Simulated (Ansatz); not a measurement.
**CH6Cl2GaN (SMILES [CH3][Ga-]([NH3+])([Cl])[Cl]): density, localisation and related maps**

```xyz
11

C    -1.6488    0.2617    0.5721
Ga   -0.0511    0.5692   -0.5148
N     1.4391   -0.8039    0.0461
Cl   -0.0734   -0.0006   -2.6259
Cl    1.1611    2.3514   -0.1449
H    -2.4258    0.9738    0.2901
H    -2.0392   -0.7454    0.4144
H    -1.4310    0.4008    1.6327
H     2.2363   -0.6026   -0.5501
H     1.7326   -0.6930    1.0109
H     1.1656   -1.7682   -0.1103
```

Geometry: PBE0-D4/def2-TZVP.

Level of theory: RKS PBE0-D4/def2-TZVPP (Ansatz 0.2.0).

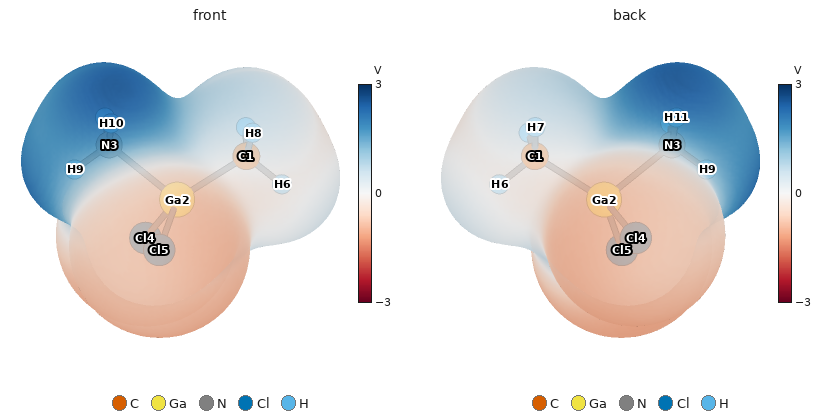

Figure 1. The molecular electrostatic potential painted on the density surface at 0.001 e/bohr³, seen from the front and from behind; red is negative and blue positive.

Q: Where is the surface potential most negative and most positive?

A: The most negative region (about −1.2 V) lies over Cl4 and Cl5, the most positive (about +2.5 V) over H10 and H11.

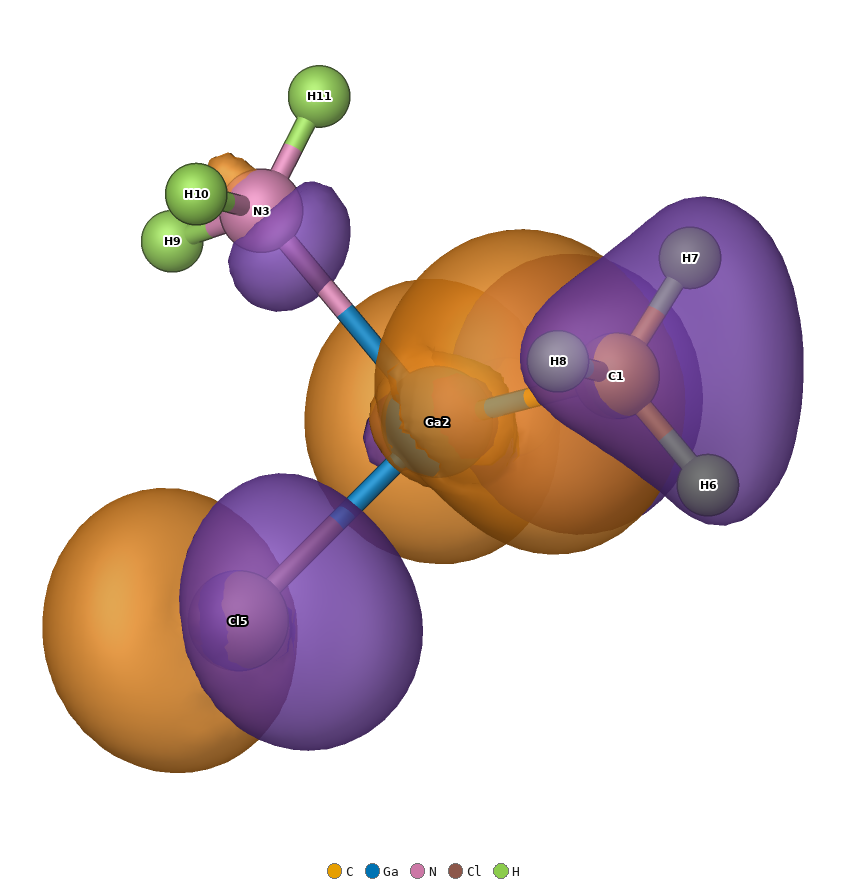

Figure 2. The HOMO at ±0.08 Å⁻³ᐟ² (orange and purple are the two phases), seen at a tilt.

Q: Describe this orbital and give its energy.

A: By Hirshfeld shares it lies mainly on Cl4 (about 25 %), Cl5 (about 25 %), C1 (about 25 %) and Ga2 (about 15 %). Its energy is −7.94 eV.

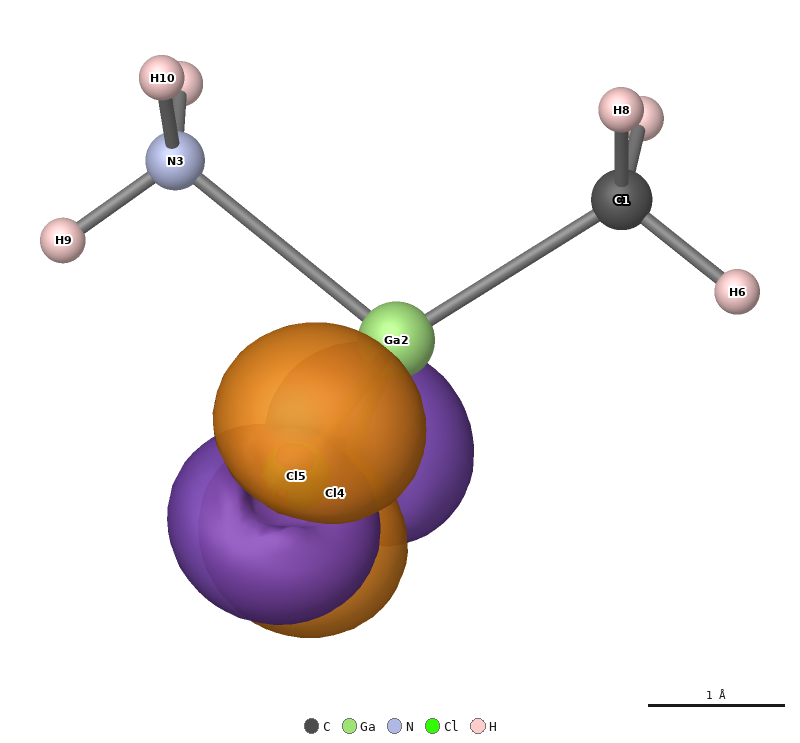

Figure 3. The HOMO−1 at ±0.2 Å⁻³ᐟ² (orange and purple are the two phases), seen across its widest extent.

Q: Where does this orbital lie, and at what energy?

A: Its weight (Hirshfeld) is mainly on Cl4 (about 45 %) and Cl5 (about 45 %); largely a combination of lone pairs on Cl4 and Cl5. Its energy is −8.14 eV.
